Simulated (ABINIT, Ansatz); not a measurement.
# RbCaH3 (Pm-3m): third-order response, part 2 of 3

Aim: Raman and infrared lines of RbCaH3 (Pm-3m).

ABINIT 10.8.3; DFT LDA, scalar-relativistic, plane waves, PseudoDojo norm-conserving pseudopotentials.

So far. Step 3 (Relaxation): The volume changes by -9.6 % in this run and stands -9.6 % from the first cell. The relaxed cell has a = 4.397 Å (conventional setting).

## (6) Linear response at Γ

The derivative of the wavefunctions by k comes first, since the response to a field is built on it; then the field and the displacements that symmetry doesn't supply are solved at q = 0. By the 2n+1 theorem the first-order wavefunctions also give third derivatives: Raman tensors and the non-linear susceptibility.

It reads the wavefunctions written in step 4.

dfpt_gamma.abi

```
ndtset 3

# common to the responses
getwfk_filepath "gso_WFK"
kptopt 2
nqpt 1
qpt 0.0 0.0 0.0
asr 0
chneut 0

# d/dk
rfelfd1 2
rfdir1 1 1 1
iscf1 -3
tolwfr1 1.0d-20

# displacements, field
rfphon2 1
rfatpol2 1 5
rfdir2 1 1 1
rfelfd2 3
getddk2 1
tolvrs2 1.0d-10
prepanl2 1
prtden2 1

# third order
optdriver3 5
getden_filepath3 "gso_DEN"
get1den3 2
get1wf3 2
getddk3 1
d3e_pert1_elfd3 1
d3e_pert1_phon3 1
d3e_pert1_atpol3 1 5
d3e_pert1_dir3 1 1 1
d3e_pert2_elfd3 1
d3e_pert2_dir3 1 1 1
d3e_pert3_elfd3 1
d3e_pert3_dir3 1 1 1
usepead3 1
tolvrs3 1.0d-10

# basis, mesh and filling
ecut 31.0
ngkpt 4 4 4
nshiftk 1
shiftk 0.5 0.5 0.5
istwfk *1
occopt 1
nband 11
nstep 100
diemac 9.0
prtebands 0
prtgsr 0

# cell and atoms
acell 3*1.0 Angstrom
rprim 
    4.397240053 0.0 0.0
    0.0 4.397240053 0.0
    0.0 0.0 4.397240053
ntypat 3
znucl 37 20 1
natom 5
typat 1 2 3 3 3
xred 
    0.0 0.0 0.0
    0.5 0.5 0.5
    0.0 0.5 0.5
    0.5 0.0 0.5
    0.5 0.5 0.0
pp_dirpath "./pseudo"
pseudos "Rb.upf, Ca.upf, H.upf"
```

Launch:

```sh
$ OMP_NUM_THREADS=1 mpirun -n 4 abinit dfpt_gamma.abi > dfpt_gamma.log
```

Numbers of over 12 decimals in the logs are rounded to 6 here.

dfpt_gamma.abo, the main output file:

```text
[banners, grids, parts of the stress and lines that vanish by symmetry left out]
- input  file    -> dfpt_gamma.abi
- output file    -> dfpt_gamma.abo
- root for input  files -> dfpt_gammai
[...]
DATASET    1 : space group Pm -3 m (#221); Bravais cP (primitive cubic)
[...]
nfft =       91125          nkpt =          32
[...]
DATASET    2 : space group Pm -3 m (#221); Bravais cP (primitive cubic)
[...]
nfft =       91125          nkpt =          32
[...]
DATASET    3 : space group Pm -3 m (#221); Bravais cP (primitive cubic)
[...]
mpw =        4743          nfft =       91125          nkpt =          32
[...]
== DATASET  1 ==================================================================
[...]
cutoff_energies: {ecut:  31.0, pawecutdg:  -1.0, }
[...]
-  1.00000   1.00000  180309                  znucl, zion, pspdat
[...]
Perturbation : derivative vs k along direction   1
[...]
-ETOT  1  -11.892170742520     -1.189E+01 7.535E-02 0.000E+00
 ETOT  2  -11.984751019975     -9.258E-02 1.266E-02 0.000E+00
 ETOT  3  -11.988727969025     -3.977E-03 4.394E-04 0.000E+00
 ETOT  4  -11.988972109319     -2.441E-04 4.480E-05 0.000E+00
 ETOT  5  -11.988988781298     -1.667E-05 2.711E-06 0.000E+00
[...]
At SCF step   19   max residual=  9.50E-21 < tolwfr=  1.00E-20 =>converged.
[...]
Perturbation : derivative vs k along direction   2
[...]
-ETOT  1  -11.891071884240     -1.189E+01 7.535E-02 0.000E+00
[...]
At SCF step   19   max residual=  9.50E-21 < tolwfr=  1.00E-20 =>converged.
[...]
Perturbation : derivative vs k along direction   3
[...]
-ETOT  1  -11.892170881749     -1.189E+01 7.535E-02 0.000E+00
[...]
At SCF step   19   max residual=  9.50E-21 < tolwfr=  1.00E-20 =>converged.
[...]
1        1       0.8981208847   -0.0000000000
     1        2       0.0000000000    0.0000000000
     1        3       0.0000000000    0.0000000000
     2        1       0.0000000000    0.0000000000
     2        2       0.8981208847   -0.0000000000
     2        3       0.0000000000    0.0000000000
     3        1       0.0000000000    0.0000000000
     3        2       0.0000000000    0.0000000000
     3        3       0.8981208848    0.0000000000
[...]
== DATASET  2 ==================================================================
[...]
cutoff_energies: {ecut:  31.0, pawecutdg:  -1.0, }
[...]
Perturbation : displacement of atom   1   along direction   1
[...]
-ETOT  1   1.522017     -1.326E+03 5.192E+00 1.035E+02
[...]
At SCF step   12       vres2   =  3.10E-11 < tolvrs=  1.00E-10 =>converged.
[...]
Perturbation : displacement of atom   2   along direction   1
[...]
-ETOT  1   9.284986     -3.118E+03 1.290E+01 4.159E+02
[...]
At SCF step   13       vres2   =  2.59E-12 < tolvrs=  1.00E-10 =>converged.
[...]
Perturbation : displacement of atom   3   along direction   1
[...]
-ETOT  1   4.626457     -7.008E+01 1.515E-01 2.531E+03
[...]
At SCF step   11       vres2   =  6.79E-11 < tolvrs=  1.00E-10 =>converged.
[...]
Perturbation : displacement of atom   3   along direction   2
[...]
-ETOT  1  0.958378     -6.898E+01 2.698E-01 1.963E+03
[...]
At SCF step   11       vres2   =  4.84E-11 < tolvrs=  1.00E-10 =>converged.
[...]
Perturbation : homogeneous electric field along direction   1
[...]
-ETOT  1  -59.695114754146     -5.970E+01 1.642E+00 5.790E+03
[...]
At SCF step   13       vres2   =  5.60E-11 < tolvrs=  1.00E-10 =>converged.
[...]
Perturbation : homogeneous electric field along direction   2
[...]
-ETOT  1  -59.686322365953     -5.969E+01 1.642E+00 5.781E+03
[...]
At SCF step   13       vres2   =  3.92E-11 < tolvrs=  1.00E-10 =>converged.
[...]
Perturbation : homogeneous electric field along direction   3
[...]
-ETOT  1  -59.695115273266     -5.970E+01 1.642E+00 5.790E+03
[...]
ETOT 12  -64.126861930008     -1.283E-10 3.913E-11 5.635E-10
 ETOT 13  -64.126861930021     -1.337E-11 5.322E-12 5.535E-11
 At SCF step   13       vres2   =  5.53E-11 < tolvrs=  1.00E-10 =>converged.
[...]
Dielectric tensor, in cartesian coordinates,
[...]
1    7   1    7         3.4564677888        -0.0000000000
   1    7   2    7        -0.0000000000        -0.0000000000
   1    7   3    7        -0.0000000000        -0.0000000000
   2    7   1    7        -0.0000000000        -0.0000000000
   2    7   2    7         3.4564677888        -0.0000000000
   2    7   3    7        -0.0000000000        -0.0000000000
   3    7   1    7        -0.0000000000        -0.0000000000
   3    7   2    7        -0.0000000000        -0.0000000000
   3    7   3    7         3.4564677888        -0.0000000000
  Effective charges, in cartesian coordinates,
[...]
1    1   1    7         1.0878498211         0.0000000000
   2    1   1    7         0.0000000000         0.0000000000
   3    1   1    7         0.0000000000         0.0000000000
   1    2   1    7         1.7364705690         0.0000000000
   2    2   1    7         0.0000000000         0.0000000000
[...]
Effective charges, in cartesian coordinates,
[...]
2    7   1    5         0.0000000000         0.0000000000
   3    7   1    5         0.0000000000         0.0000000000
   1    7   2    5         0.0000000000         0.0000000000
   2    7   2    5        -0.8776735161         0.0000000000
   3    7   2    5         0.0000000000         0.0000000000
   1    7   3    5         0.0000000000         0.0000000000
   2    7   3    5         0.0000000000         0.0000000000
   3    7   3    5        -1.0684420074         0.0000000000
  Phonon wavevector (reduced coordinates) :  0.00000  0.00000  0.00000
 Phonon energies in Hartree :
[...]
Phonon frequencies in cm-1    :
- -4.952632E-01 -4.952630E-01 -4.952623E-01  1.083494E+02  1.083494E+02
-  1.083494E+02  3.507424E+02  3.507424E+02  3.507424E+02  4.070939E+02
-  4.070939E+02  4.070939E+02  1.206295E+03  1.206295E+03  1.206295E+03
  Phonon at Gamma, with non-analyticity in the
[...]
Phonon energies in Hartree :
[...]
Phonon frequencies in cm-1    :
- -4.952632E-01 -4.952630E-01 -4.951790E-01  1.083494E+02  1.083494E+02
-  1.186881E+02  3.507424E+02  3.507424E+02  3.507424E+02  4.070939E+02
-  4.070939E+02  6.422468E+02  1.206295E+03  1.206295E+03  1.290937E+03
  Phonon at Gamma, with non-analyticity in the
[...]
Phonon energies in Hartree :
[...]
Phonon frequencies in cm-1    :
- -4.952632E-01 -4.952623E-01 -4.951796E-01  1.083494E+02  1.083494E+02
-  1.186881E+02  3.507424E+02  3.507424E+02  3.507424E+02  4.070939E+02
-  4.070939E+02  6.422468E+02  1.206295E+03  1.206295E+03  1.290937E+03
  Phonon at Gamma, with non-analyticity in the
[...]
Phonon energies in Hartree :
[...]
Phonon frequencies in cm-1    :
- -4.952630E-01 -4.952623E-01 -4.951799E-01  1.083494E+02  1.083494E+02
-  1.186881E+02  3.507424E+02  3.507424E+02  3.507424E+02  4.070939E+02
-  4.070939E+02  6.422468E+02  1.206295E+03  1.206295E+03  1.290937E+03
[...]
== DATASET  3 ==================================================================
[...]
cutoff_energies: {ecut:  31.0, pawecutdg:  -1.0, }
[...]
1          1       -0.000000000       -0.000000000       -0.000000000
[...]
1          2       -0.000000000       -0.000000000       -0.000000000
[...]
1          3       -0.000000000       -0.000000000       -0.000000000
[...]
2          1       -0.000000000       -0.000000000       -0.000000000
[...]
2          2       -0.000000000       -0.000000000       -0.000000000
[...]
2          3       -0.000000000       -0.000000000       -0.000000000
[...]
3          1       -0.000000000       -0.000000000       -0.000000000
[...]
3          2       -0.000000000       -0.000000000       -0.000000000
[...]
3          3       -0.000000000       -0.000000000       -0.000000000
[...]
4          1       -0.000000000       -0.000000000       -0.000000000
[...]
4          2       -0.000000000       -0.000000000       -0.000000000
[...]
4          3       -0.000000000       -0.000000000       -0.000000000
[...]
5          1       -0.000000000       -0.000000000       -0.000000000
[...]
5          2       -0.000000000       -0.000000000       -0.000000000
[...]
5          3       -0.000000000       -0.000000000       -0.000000000
[...]
strten2     0.0000000000E+00  0.0000000000E+00  0.0000000000E+00
           strten3     0.0000000000E+00  0.0000000000E+00  0.0000000000E+00
================================================================================
```

Run time: 3.6 min. Hardware: 4 MPI ranks of Arm Neoverse V1, shared host; 14 min of CPU time.

This step gave:

```yaml
miss_of_the_charge_sum_rule: 5.31e-4 e
largest_acoustic_frequency_at_the_zone_centre_before_the_sum_rule: -0.5 cm⁻¹
highest_optical_zone_centre_mode_no_lo_to_term: 1206 cm⁻¹
lowest_optical_zone_centre_mode: 108.3 cm⁻¹
mean_high_frequency_dielectric_constant: 3.457
largest_born_charge_in_size_third_of_the_trace: 1.736 e
```

Born charge (rows field, columns displacement), before the sum rule (e), principal values of the symmetric part by kind of site:

| atom | atoms with these values | low | middle | high | mean |
| --- | --- | --- | --- | --- | --- |
| Rb1 | 1 | 1.09 | 1.09 | 1.09 | 1.09 |
| Ca2 | 1 | 1.74 | 1.74 | 1.74 | 1.74 |
| H3 | 3 | -1.07 | -0.88 | -0.88 | -0.94 |

In full for Ca2:

```
1.74 0.00 0.00
0.00 1.74 0.00
0.00 0.00 1.74
```

High-frequency dielectric tensor:

```
3.46 0.00 0.00
0.00 3.46 0.00
0.00 0.00 3.46
```

The acoustic modes at Γ come out as far as 0.5 cm⁻¹ from zero, where they should vanish, a small numerical error; the Born charges miss their sum rule by 5.3e-4 e, which is good.

## (7) Modes with the sum rule

anaddb reads the merged derivatives, imposes the acoustic sum rule and charge neutrality, and adds the LO-TO term along chosen directions.

anaddb.abi

```
ddb_filepath "gamma_DDB"
output_file "anaddb.abo"
outdata_prefix "anaddb"
asr 1
chneut 1
enunit 2
eivec 1
nph1l 1
qph1l 0.0 0.0 0.0 1.0
dieflag 1
nph2l 3
qph2l 
    1.0 0.0 0.0 0.0
    0.0 0.0 1.0 0.0
    1.0 1.0 1.0 0.0
nlflag 1
ramansr 1
alphon 1
prtmbm 1
```

mrgddb.in

```
gamma_DDB
merged
3
dfpt_gammao_DS2_DDB
dfpt_gammao_DS3_DDB
gso_DDB
```

Launch:

```sh
$ mrgddb < mrgddb.in > mrgddb.log
$ OMP_NUM_THREADS=1 anaddb anaddb.abi > anaddb.log
```

anaddb.abo, the main output file:

```text
[banners, grids, parts of the stress and lines that vanish by symmetry left out]
-outvars_anaddb: echo values of input variables ----------------------

 Flags :
[...]
Dielectric Tensor and Effective Charges
[...]
Effective charge tensors after
[...]
1          1       -0.000000000       -0.000000000       -0.000000000
[...]
1          2       -0.000000000       -0.000000000       -0.000000000
[...]
1          3       -0.000000000       -0.000000000       -0.000000000
[...]
2          1       -0.000000000       -0.000000000       -0.000000000
[...]
2          2       -0.000000000       -0.000000000       -0.000000000
[...]
2          3       -0.000000000       -0.000000000       -0.000000000
[...]
3          1       -0.000000000       -0.000000000       -0.000000000
[...]
3          2       -0.000000000       -0.000000000       -0.000000000
[...]
3          3       -0.000000000       -0.000000000       -0.000000000
[...]
4          1       -0.000000000       -0.000000000       -0.000000000
[...]
4          2       -0.000000000       -0.000000000       -0.000000000
[...]
4          3       -0.000000000       -0.000000000       -0.000000000
[...]
5          1       -0.000000000       -0.000000000       -0.000000000
[...]
5          2       -0.000000000       -0.000000000       -0.000000000
[...]
5          3       -0.000000000       -0.000000000       -0.000000000
[...]
Phonon wavevector (reduced coordinates) :  0.00000  0.00000  0.00000
 Phonon energies in Hartree :
[...]
Phonon energies in meV     :
-  0.000000E+00  0.000000E+00  0.000000E+00  1.343392E+01  1.343392E+01
-  1.343392E+01  4.348643E+01  4.348643E+01  4.348643E+01  5.047314E+01
-  5.047314E+01  5.047314E+01  1.495615E+02  1.495615E+02  1.495615E+02
 Phonon frequencies in cm-1    :
-  0.000000E+00  0.000000E+00  0.000000E+00  1.083519E+02  1.083519E+02
-  1.083519E+02  3.507417E+02  3.507417E+02  3.507417E+02  4.070933E+02
-  4.070933E+02  4.070933E+02  1.206295E+03  1.206295E+03  1.206295E+03
 Phonon frequencies in Thz     :
-  0.000000E+00  0.000000E+00  0.000000E+00  3.248308E+00  3.248308E+00
-  3.248308E+00  1.051497E+01  1.051497E+01  1.051497E+01  1.220435E+01
-  1.220435E+01  1.220435E+01  3.616380E+01  3.616380E+01  3.616380E+01
 Phonon energies in Kelvin  :
-  0.000000E+00  0.000000E+00  0.000000E+00  1.558942E+02  1.558942E+02
-  1.558942E+02  5.046390E+02  5.046390E+02  5.046390E+02  5.857164E+02
-  5.857164E+02  5.857164E+02  1.735589E+03  1.735589E+03  1.735589E+03
[...]
-  1  0.00000000E+00  0.00000000E+00  2.06562244E-03
-     0.00000000E+00  0.00000000E+00  0.00000000E+00
-  2  0.00000000E+00  0.00000000E+00  2.06562000E-03
-     0.00000000E+00  0.00000000E+00  0.00000000E+00
-  3  0.00000000E+00  0.00000000E+00  2.06561975E-03
-     0.00000000E+00  0.00000000E+00  0.00000000E+00
-  4  0.00000000E+00  0.00000000E+00  2.06561975E-03
-     0.00000000E+00  0.00000000E+00  0.00000000E+00
-  5  0.00000000E+00  0.00000000E+00  2.06561931E-03
-     0.00000000E+00  0.00000000E+00  0.00000000E+00
[...]
-  1  3.41563915E-07 -2.06562241E-03  0.00000000E+00
-     0.00000000E+00  0.00000000E+00  0.00000000E+00
-  2  3.41563512E-07 -2.06561997E-03  0.00000000E+00
-     0.00000000E+00  0.00000000E+00  0.00000000E+00
-  3  3.41563398E-07 -2.06561972E-03  0.00000000E+00
-     0.00000000E+00  0.00000000E+00  0.00000000E+00
-  4  3.41563470E-07 -2.06561928E-03  0.00000000E+00
-     0.00000000E+00  0.00000000E+00  0.00000000E+00
-  5  3.41563470E-07 -2.06561972E-03  0.00000000E+00
-     0.00000000E+00  0.00000000E+00  0.00000000E+00
[...]
-  1  2.06562241E-03  3.41563907E-07  0.00000000E+00
-     0.00000000E+00  0.00000000E+00  0.00000000E+00
-  2  2.06561997E-03  3.41563504E-07  0.00000000E+00
-     0.00000000E+00  0.00000000E+00  0.00000000E+00
-  3  2.06561928E-03  3.41563462E-07  0.00000000E+00
-     0.00000000E+00  0.00000000E+00  0.00000000E+00
-  4  2.06561972E-03  3.41563390E-07  0.00000000E+00
-     0.00000000E+00  0.00000000E+00  0.00000000E+00
[...]
-  4  1.07132227E-03 -2.06885906E-07  0.00000000E+00
[...]
-  5  1.07132227E-03  0.00000000E+00  0.00000000E+00
[...]
-     1         -0.000000    -0.000000     0.000001     0.000001
-     2         -0.000000    -0.000001     0.000000     0.000001
[...]
-    14         -0.000000    -1.022778     0.000000     1.022778
-    15          1.022778     0.000000    -0.000000     1.022778
[...]
-   1     Real    0.0000E+00  0.0000E+00  0.0000E+00  0.0000E+00  0.0000E+00  0.0000E+00  0.0000E+00
[...]
-   2     Real    0.0000E+00  0.0000E+00  0.0000E+00  0.0000E+00  0.0000E+00  0.0000E+00  0.0000E+00
[...]
-   3     Real    0.0000E+00  0.0000E+00  0.0000E+00  0.0000E+00  0.0000E+00  0.0000E+00  0.0000E+00
[...]
-   4     Real    0.0000E+00  0.0000E+00  2.2956E-05  0.0000E+00  0.0000E+00  0.0000E+00  2.2956E-05
[...]
-   5     Real    0.0000E+00  2.2956E-05  0.0000E+00  0.0000E+00  0.0000E+00  0.0000E+00  2.2956E-05
[...]
-   6     Real    2.2956E-05  0.0000E+00  0.0000E+00  0.0000E+00  0.0000E+00  0.0000E+00  2.2956E-05
[...]
-   7     Real    0.0000E+00  0.0000E+00  0.0000E+00  0.0000E+00  0.0000E+00  0.0000E+00  0.0000E+00
[...]
-   8     Real    0.0000E+00  0.0000E+00  0.0000E+00  0.0000E+00  0.0000E+00  0.0000E+00  0.0000E+00
[...]
-   9     Real    0.0000E+00  0.0000E+00  0.0000E+00  0.0000E+00  0.0000E+00  0.0000E+00  0.0000E+00
[...]
-  10     Real    0.0000E+00  0.0000E+00  9.2685E-04  0.0000E+00  0.0000E+00  0.0000E+00  9.2685E-04
[...]
-  11     Real    0.0000E+00  9.2685E-04  0.0000E+00  0.0000E+00  0.0000E+00  0.0000E+00  9.2685E-04
[...]
-  12     Real    9.2685E-04  0.0000E+00  0.0000E+00  0.0000E+00  0.0000E+00  0.0000E+00  9.2685E-04
[...]
-  13     Real    0.0000E+00  0.0000E+00  5.5919E-04  0.0000E+00  0.0000E+00  0.0000E+00  5.5919E-04
[...]
-  14     Real    0.0000E+00  5.5919E-04  0.0000E+00  0.0000E+00  0.0000E+00  0.0000E+00  5.5919E-04
[...]
-  15     Real    5.5919E-04  0.0000E+00  0.0000E+00  0.0000E+00  0.0000E+00  0.0000E+00  5.5919E-04
[...]
-         0.000000000       0.000000000       0.000000000
-         0.000000000       0.000000000       0.000000000
-         0.000000000       0.000000000       0.000000000
[...]
-         0.000000000       0.000000000       0.000000000
-         0.000000000       0.000000000       0.000000000
-         0.000000000       0.000000000       0.000000000
[...]
Phonon at Gamma, with non-analyticity in the
[...]
Phonon energies in Hartree :
[...]
Phonon energies in meV     :
-  0.000000E+00  0.000000E+00  0.000000E+00  1.343392E+01  1.343392E+01
-  1.471613E+01  4.348643E+01  4.348643E+01  4.348643E+01  5.047314E+01
-  5.047314E+01  7.963306E+01  1.495615E+02  1.495615E+02  1.600581E+02
 Phonon frequencies in cm-1    :
-  0.000000E+00  0.000000E+00  0.000000E+00  1.083519E+02  1.083519E+02
[...]
Phonon frequencies in Thz     :
[...]
Phonon energies in Kelvin  :
[...]
-  1  0.00000000E+00  0.00000000E+00  2.06562244E-03
[...]
-  2  0.00000000E+00  0.00000000E+00  2.06562000E-03
[...]
-  3  0.00000000E+00  0.00000000E+00  2.06561975E-03
[...]
-  4  0.00000000E+00  0.00000000E+00  2.06561975E-03
[...]
Phonon at Gamma, with non-analyticity in the
[...]
Phonon energies in Hartree :
[...]
Phonon energies in meV     :
[...]
Phonon frequencies in cm-1    :
[...]
Phonon frequencies in Thz     :
[...]
Phonon energies in Kelvin  :
[...]
Phonon at Gamma, with non-analyticity in the
[...]
Phonon energies in Hartree :
[...]
Phonon energies in meV     :
[...]
Phonon frequencies in cm-1    :
[...]
Phonon frequencies in Thz     :
[...]
Phonon energies in Kelvin  :
[...]
-  1.707736E+02  5.046390E+02  5.046390E+02  5.046390E+02  5.857164E+02
-  5.857164E+02  9.241033E+02  1.735589E+03  1.735589E+03  1.857397E+03
[...]
-  4  8.51844047E-04  1.28764915E-02 -2.53768053E-04
[...]
-  5  8.51844047E-04 -5.98075995E-04  5.46359026E-03
[...]
-         0.000000000       0.000000000       0.000000000
-         0.000000000       0.000000000       0.000000000
[...]
Direction                     Dielectric constant
[...]
0.00000   0.00000   1.00000     11.82485615
   1.00000   1.00000   1.00000     11.82485615
-
```

The job ended after 1.5 s (1 thread).

Read from the output:

```yaml
mean_static_dielectric_constant: 11.82
highest_mode_moved_by_the_lo_to_term: 1291 cm⁻¹
```

No LO-TO term; unit eigenvectors of the mass-weighted matrix, from anaddb's displacements. The modes at Γ (shares of kinetic energy by element, %):

| mode | frequency (cm⁻¹) | symmetry | Rb % | Ca % | H % |
| --- | --- | --- | --- | --- | --- |
| 1 | 0.0 | acoustic | 66 | 31 | 2 |
| 2 | 0.0 | acoustic | 66 | 31 | 2 |
| 3 | 0.0 | acoustic | 66 | 31 | 2 |
| 4 | 108.4 | T1u | 34 | 62 | 5 |
| 5 | 108.4 | T1u | 34 | 62 | 5 |
| 6 | 108.4 | T1u | 34 | 62 | 5 |
| 7 | 350.7 | T2u | 0 | 0 | 100 |
| 8 | 350.7 | T2u | 0 | 0 | 100 |
| 9 | 350.7 | T2u | 0 | 0 | 100 |
| 10 | 407.1 | T1u | 0 | 5 | 95 |
| 11 | 407.1 | T1u | 0 | 5 | 95 |
| 12 | 407.1 | T1u | 0 | 5 | 95 |
| 13 | 1206.3 | T1u | 0 | 2 | 98 |
| 14 | 1206.3 | T1u | 0 | 2 | 98 |
| 15 | 1206.3 | T1u | 0 | 2 | 98 |

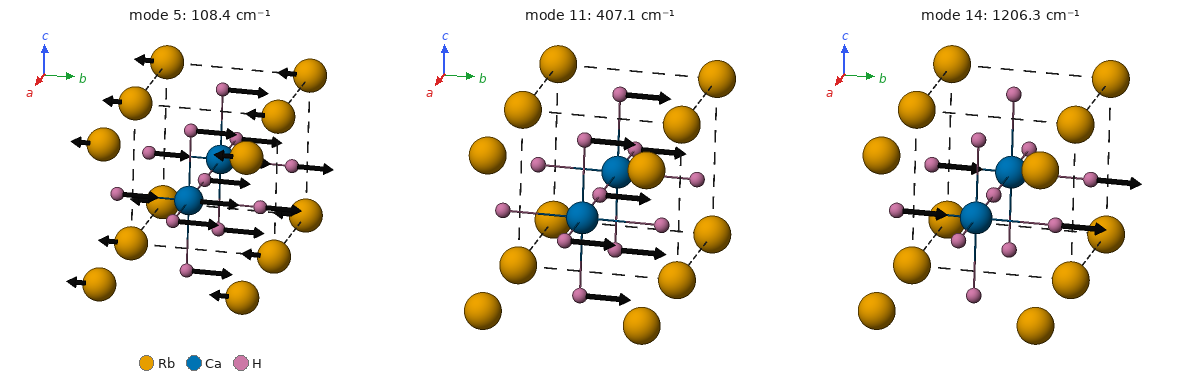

Displacement patterns of modes 5, 11 and 14 at Γ; arrows are exaggerated. 2×1×1 cells are drawn. Some periodic images of atoms are drawn too.

Trace of the oscillator strength, degenerate modes summed. Infrared lines, with heights relative to the strongest:

| position (cm⁻¹) | lines merged | IR intensity, relative |
| --- | --- | --- |
| 108 | 3 | 2.5 |
| 351 | 3 | 0.0 |
| 407 | 3 | 100 |
| 1206 | 3 | 60 |

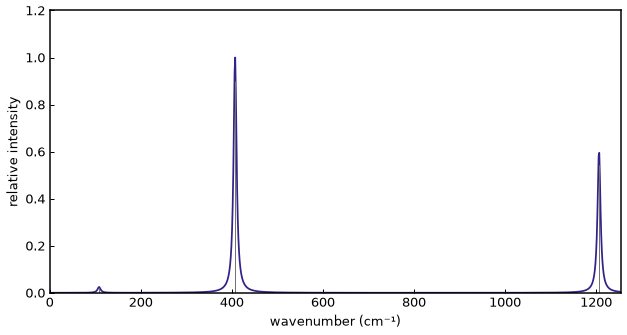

The infrared spectrum, broadened with Lorentzians of width 8 cm⁻¹; bars mark the lines.

Static dielectric tensor (ions relaxed, fixed cell):

```
11.82  0.00  0.00
 0.00 11.82  0.00
 0.00  0.00 11.82
```

The rule moves no optical mode by more than 0.1 cm⁻¹.

(Part 2 of 3 ends here.)

[Host names and launcher messages were left out of these logs when they were recorded.]

[Logs are printed without paths, hosts, clocks, repeated set-up lines and the standing remarks that a program may print on its own settings, such as how far it seeks lower states.]

[Hosts, paths, dates, database ids (printed as entryN), source tags and the programs' standing remarks are cut or masked in the printed files.]
